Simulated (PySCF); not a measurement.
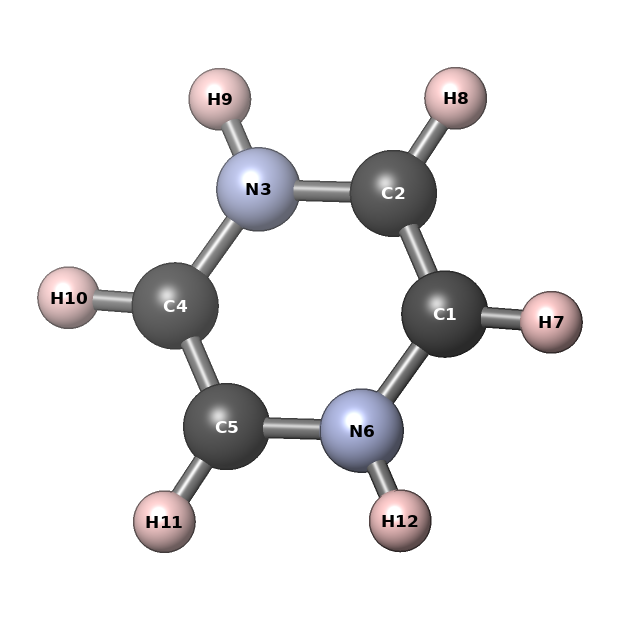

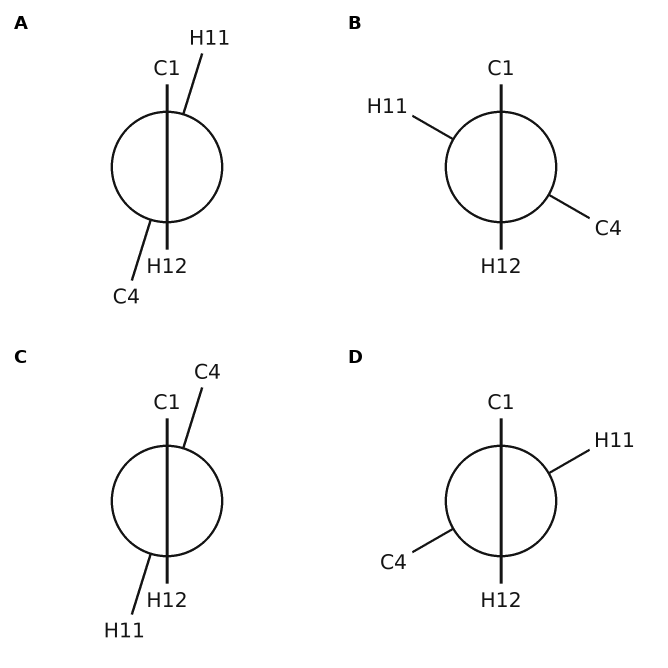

Distant atoms are faded towards the background colour. Bonds that would overlap in a projection are set slightly apart. The species has charge +1 and is a spin doublet. The computed structure is the end point of a PBE0-D3(BJ)/def2-SVP optimisation. No frequency run is at hand to confirm it as a minimum.

Q: Which Newman projection shows the view along N6–C5, with N6 in front?

A: C. The torsion angle C1–N6–C5–C4 is 0°, synperiplanar (eclipsed).
